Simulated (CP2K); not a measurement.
# One shape, several levels: BH3O2 (SMILES OBO)

Aim: a comparison of 4 runs (B3LYP/6-31G*, AM1, PM3, GFN1-xTB) of BH3O2. 

The calculation is run with CP2K 2026.2.

1 further run of the same task is left out (set aside as unsound or not needed).

## 1. The structure to begin with

The species is BH3O2 (6 atoms), meant as a singlet with charge 0. SMILES: `OBO`. One bond was lengthened or shortened from a relaxed shape.

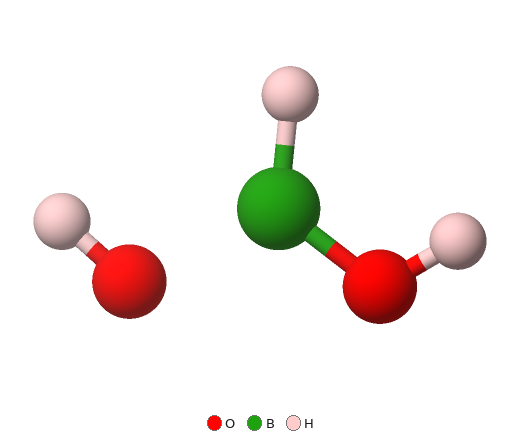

The structure, seen from a chosen angle (oxygen red, boron green, hydrogen pink).

## 2. A single-point energy at B3LYP/6-31G(d) (spherical functions) (run 1)

Input file qs.inp:

```
&GLOBAL
  PROJECT_NAME qs
  RUN_TYPE ENERGY
  PRINT_LEVEL MEDIUM
&END GLOBAL

&FORCE_EVAL
  METHOD QS
  &DFT
    BASIS_SET_FILE_NAME ./6_31gs.basis
    POTENTIAL_FILE_NAME POTENTIAL
    CHARGE 0
    MULTIPLICITY 1
    &QS
      METHOD GAPW
      EPS_DEFAULT 1.0E-10
    &END QS
    &MGRID
      CUTOFF 280
      REL_CUTOFF 50
      NGRIDS 4
    &END MGRID
    &POISSON
      PERIODIC NONE
      POISSON_SOLVER MULTIPOLE
    &END POISSON
    &SCF
      SCF_GUESS ATOMIC
      EPS_SCF 1.0E-06
      MAX_SCF 50
      &OT ON
        MINIMIZER CG
        PRECONDITIONER FULL_ALL
      &END OT
      &OUTER_SCF
        EPS_SCF 1.0E-06
        MAX_SCF 10
      &END OUTER_SCF
    &END SCF
    &XC
      &XC_FUNCTIONAL
        &HYB_GGA_XC_B3LYP
        &END HYB_GGA_XC_B3LYP
      &END XC_FUNCTIONAL
      &HF
        FRACTION 0.2
        &SCREENING
          EPS_SCHWARZ 1.0E-10
          SCREEN_ON_INITIAL_P F
        &END SCREENING
        &INTERACTION_POTENTIAL
          POTENTIAL_TYPE COULOMB
        &END INTERACTION_POTENTIAL
        &MEMORY
          MAX_MEMORY 1050
        &END MEMORY
      &END HF
    &END XC
    &PRINT
      &MOMENTS
        PERIODIC F
        REFERENCE COM
        MAX_MOMENT 1
      &END MOMENTS
      &MO_CUBES
        NLUMO 5
        NHOMO -1
        WRITE_CUBE F
      &END MO_CUBES
      &LOWDIN ON
      &END LOWDIN
      &HIRSHFELD OFF
      &END HIRSHFELD
    &END PRINT
  &END DFT
  &SUBSYS
    &CELL
      ABC [angstrom] 10.3 8.3 9.4
      PERIODIC NONE
    &END CELL
    &COORD
      UNIT bohr
      O     -2.9176219    -1.3044647    -0.5772622
      B      0.0935414     0.0531013    -0.1377610
      O      1.0971750    -0.1016673     2.2157039
      H     -3.5194996    -1.1324996    -2.2757480
      H      1.2052673     1.0688291    -1.8445617
      H      2.7310322     0.6691520     2.3296544
    &END COORD
    &TOPOLOGY
      &CENTER_COORDINATES
      &END CENTER_COORDINATES
    &END TOPOLOGY
    &KIND O
      BASIS_SET 6-31Gs
      POTENTIAL ALL
      LEBEDEV_GRID 194
      RADIAL_GRID 100
    &END KIND
    &KIND B
      BASIS_SET 6-31Gs
      POTENTIAL ALL
      LEBEDEV_GRID 194
      RADIAL_GRID 100
    &END KIND
    &KIND H
      BASIS_SET 6-31Gs
      POTENTIAL ALL
      LEBEDEV_GRID 194
      RADIAL_GRID 100
    &END KIND
  &END SUBSYS
&END FORCE_EVAL
```

On the command line:

```bash
$ OMP_NUM_THREADS=1 cp2k.psmp -i qs.inp -o qs.out
```

Log:

```text
CP2K| version string:                                       CP2K version 2026.2
[...]
 GLOBAL| Method name                                                        CP2K
[...]
 GLOBAL| Run type                                                         ENERGY
[...]
 DFT| Spin restricted Kohn-Sham (RKS) calculation                            RKS
 DFT| Multiplicity                                                             1
[...]
 DFT| Charge                                                                   0
[...]
 FUNCTIONAL| HYB_GGA_XC_B3LYP:
[...]
 QS| Method:                                                                GAPW
[...]
 QS| Density cutoff [a.u.]:                                                140.0
[...]
 QS| Relative density cutoff [a.u.]:                                        25.0
[...]
                             - Atoms:                                          6
[...]
                             - Spherical basis functions:                     48
[...]
 Number of electrons:                                                         24
[...]
     1 OT CG       0.15E+00    2.0     0.43663797      -165.4719877519 -1.65E+02
[...]
    37 OT CG       0.36E+00    1.0     0.00000073      -177.1258354799 -1.35E-10
  *** SCF run converged in    37 steps ***
[...]
  Overlap energy of the core charge distribution:               0.00000880039840
  Self energy of the core charge distribution:               -166.30400014115216
  Core Hamiltonian energy:                                    -17.94407077043689
  Hartree energy:                                              51.00213414449353
  Exchange-correlation energy:                                 -7.61783307101423
  Hartree-Fock Exchange energy:                                -4.27090066094011
[...]
                     Mulliken Population Analysis
 #  Atom  Element  Kind  Atomic population                           Net charge
       1     O        1          8.714227                             -0.714227
       2     B        2          4.560790                              0.439210
       3     O        1          8.512020                             -0.512020
       4     H        3          0.604455                              0.395545
       5     H        3          1.040507                             -0.040507
       6     H        3          0.568001                              0.431999
 # Total charge                             24.000000                  0.000000
[...]
 HOMO - LUMO gap [eV] :    7.409610
 ENERGY| Total FORCE_EVAL ( QS ) energy [hartree]           -177.125835479901383
[...]
```

Wall time 65 s (1 thread of Arm Neoverse V1, shared host); peak memory 0.5 GiB.

## 3. A single-point energy at AM1 (run 2)

Input file mol.inp:

```
&GLOBAL
 PROJECT_NAME mol
 RUN_TYPE ENERGY
 PRINT_LEVEL MEDIUM
&END GLOBAL

&FORCE_EVAL
 METHOD QS
 &DFT
  CHARGE 0
  MULTIPLICITY 1
  &QS
   METHOD AM1
   EPS_DEFAULT 1.0E-10
   &SE
    &COULOMB
     CUTOFF [angstrom] 50
     RC_RANGE [angstrom] 0
    &END COULOMB
    &EXCHANGE
     CUTOFF [angstrom] 50
     RC_RANGE [angstrom] 0
    &END EXCHANGE
   &END SE
  &END QS
  &POISSON
   PERIODIC NONE
   POISSON_SOLVER ANALYTIC
  &END POISSON
  &SCF
   SCF_GUESS ATOMIC
   EPS_SCF 1.0E-07
   MAX_SCF 80
   ADDED_MOS 4
   &DIAGONALIZATION
    ALGORITHM STANDARD
   &END DIAGONALIZATION
   &MIXING
    METHOD DIRECT_P_MIXING
    ALPHA 0.4
   &END MIXING
  &END SCF
  &PRINT
   &MOMENTS
    PERIODIC F
    REFERENCE COM
    MAX_MOMENT 1
   &END MOMENTS
   &MO ON
    ENERGIES T
    OCCUPATION_NUMBERS T
    NDIGITS 6
    &EACH
     QS_SCF 0
    &END EACH
    ADD_LAST NUMERIC
   &END MO
   &HIRSHFELD OFF
   &END HIRSHFELD
  &END PRINT
 &END DFT
 &SUBSYS
  &CELL
   ABC [angstrom] 15.3 13.3 14.4
   PERIODIC NONE
  &END CELL
  &COORD
   O      6.314681     6.022054     6.880263
   B      7.908120     6.740446     7.112837
   O      8.439220     6.658547     8.358237
   H      5.996180     6.113054     5.981463
   H      8.496420     7.277947     6.209637
   H      9.303820     7.066447     8.418537
  &END COORD
 &END SUBSYS
&END FORCE_EVAL
```

On the command line:

```bash
$ OMP_NUM_THREADS=1 cp2k.psmp -i mol.inp -o mol.out
```

Log:

```text
CP2K| version string:                                       CP2K version 2026.2
[...]
 GLOBAL| Method name                                                        CP2K
[...]
 GLOBAL| Run type                                                         ENERGY
[...]
                             - Atoms:                                          6
[...]
                             - Spherical basis functions:                     15
[...]
 Number of electrons:                                                         18
[...]
     1 P_Mix/Diag. 0.40E+00    0.0     0.80675775       -23.3152244328 -2.33E+01
[...]
    17 DIIS/Diag.  0.31E-07    0.0     0.00000005       -27.6599086564 -5.33E-14
  *** SCF run converged in    17 steps ***
  Core-core repulsion energy [eV]:                            790.57519506815458
  Core Hamiltonian energy [eV]:                             -1241.66120038719964
  Two-electron integral energy [eV]:                         -603.15677313470030
  Electronic energy [eV]:                                   -1543.23958695454985
  Total energy [eV]:                                         -752.66439188639526
  Atomic reference energy [eV]:                               747.93360857880555
  Heat of formation [kcal/mol]:                              -109.09446339055627
[...]
 SE_DIPOLE| Moment [Debye]         -3.00303809      -1.87939814       1.47145336
 SE_DIPOLE| Derivative [a.u.]       0.00000000       0.00000000       0.00000000
 ENERGY| Total FORCE_EVAL ( QS ) energy [hartree]            -27.659908656393039
[...]
```

Run time: 0.28 s. Hardware: 1 thread of Arm Neoverse V1, shared host.

Run 3 isn't shown in full; the table further down has it.

## 4. A single-point energy at GFN1-xTB (run 4)

Input file molecule.xyz:

```xyz
6

O     -1.543939    -0.690293    -0.305474
B      0.049500     0.028100    -0.072900
O      0.580600    -0.053800     1.172500
H     -1.862439    -0.599293    -1.204274
H      0.637800     0.565600    -0.976100
H      1.445200     0.354100     1.232800
```

Input file qs.inp:

```
&GLOBAL
    PROJECT_NAME qs
    RUN_TYPE ENERGY
    PRINT_LEVEL MEDIUM
&END GLOBAL
&FORCE_EVAL
    METHOD QUICKSTEP
    &DFT
        CHARGE 0
        MULTIPLICITY 1
        &QS
            METHOD XTB
            EPS_DEFAULT 1.0E-10
            &XTB
                GFN_TYPE TBLITE
                &TBLITE
                    METHOD GFN1
                &END TBLITE
                CHECK_ATOMIC_CHARGES F
            &END XTB
        &END QS
        &POISSON
            PERIODIC NONE
            POISSON_SOLVER ANALYTIC
        &END POISSON
        &SCF
            SCF_GUESS ATOMIC
            EPS_SCF 1.0E-06
            MAX_SCF 150
            ADDED_MOS 8
            &DIAGONALIZATION
                ALGORITHM STANDARD
            &END DIAGONALIZATION
            &MIXING
                METHOD DIRECT_P_MIXING
                ALPHA 0.4
            &END MIXING
            &SMEAR ON
                METHOD FERMI_DIRAC
                ELECTRONIC_TEMPERATURE [K] 300
            &END SMEAR
        &END SCF
        &PRINT
            &MOMENTS
                PERIODIC F
                REFERENCE COM
                MAX_MOMENT 1
            &END MOMENTS
            &MO ON
                ENERGIES T
                OCCUPATION_NUMBERS T
                NDIGITS 6
                &EACH
                    QS_SCF 0
                &END EACH
                ADD_LAST NUMERIC
            &END MO
            &HIRSHFELD OFF
            &END HIRSHFELD
        &END PRINT
    &END DFT
    &SUBSYS
        &CELL
            ABC [angstrom] 19.3 17.3 18.4
            PERIODIC NONE
        &END CELL
        &TOPOLOGY
            COORD_FILE_NAME molecule.xyz
            COORD_FILE_FORMAT XYZ
            &CENTER_COORDINATES
            &END CENTER_COORDINATES
        &END TOPOLOGY
    &END SUBSYS
&END FORCE_EVAL
```

On the command line:

```bash
$ OMP_NUM_THREADS=1 cp2k.psmp -i qs.inp > qs.out 2>&1
```

Log:

```text
CP2K| version string:                                       CP2K version 2026.2
[...]
 GLOBAL| Method name                                                        CP2K
[...]
 GLOBAL| Run type                                                         ENERGY
[...]
                             - Atoms:                                          6
[...]
                             - Spherical basis functions:                     18
[...]
 Number of electrons:                                                         18
[...]
  *** SCF run converged in    15 steps ***
[...]
  Fermi energy:                                                -0.27391684177795
[...]
 TB_DIPOLE| Moment [Debye]          2.84468583       1.79961296      -1.46407449
 TB_DIPOLE| Derivative [a.u.]       0.00000000       0.00000000       0.00000000
[...]
 ENERGY| Total FORCE_EVAL ( QS ) energy [hartree]            -12.434016942802863
[...]
```

It took 0.28 s on 1 thread of Arm Neoverse V1, shared host.

## 5. Overview of the runs

| run | level | scheme | SCF convergence threshold | energy (Eh) | dipole moment (D) | HOMO energy (eV) | LUMO energy (eV) | wall time |
| --- | --- | --- | --- | --- | --- | --- | --- | --- |
| 1 | B3LYP/6-31G* (spherical functions) | GAPW | 1e-06 | -177.125835 | 3.26 | -7.35 | 0.06 | 65 s |
| 2 | AM1 | – | 1e-07 | -27.659909 | 3.84 | -11.40 | 0.81 | 0.28 s |
| 3 | PM3 | – | 1e-06 | -25.460238 | 3.43 | – | – | 0.66 s |
| 4 | GFN1-xTB | – | 1e-06 | -12.434017 | 3.67 | -12.71 | -6.56 | 0.28 s |

## 6. Outcome

| quantity | value |
| --- | --- |
| run 4: total energy | -12.43402 Eh |
| run 4: dipole moment (from atomic charges alone) | 3.67 D |
| run 4: HOMO energy | -12.71 eV |
| run 4: LUMO energy | -6.56 eV |
| run 4: HOMO–LUMO gap | 6.15 eV |
| run 4: dispersion energy | -2.25 kJ/mol |

In words: The dipole moment (its size) runs from 3.26 D (B3LYP/6-31G*) to 3.84 D (AM1). The two ends differ in method and basis and Hamiltonian. Some of these are taken from atomic charges alone. Over runs 1, 2, 4 the HOMO–LUMO gap runs from 6.15 eV (GFN1-xTB) to 12.21 eV (AM1). Force-field and semi-empirical energies have zeros of their own, so their totals don't compare. All runs together took 66 s, the longest 65 s.
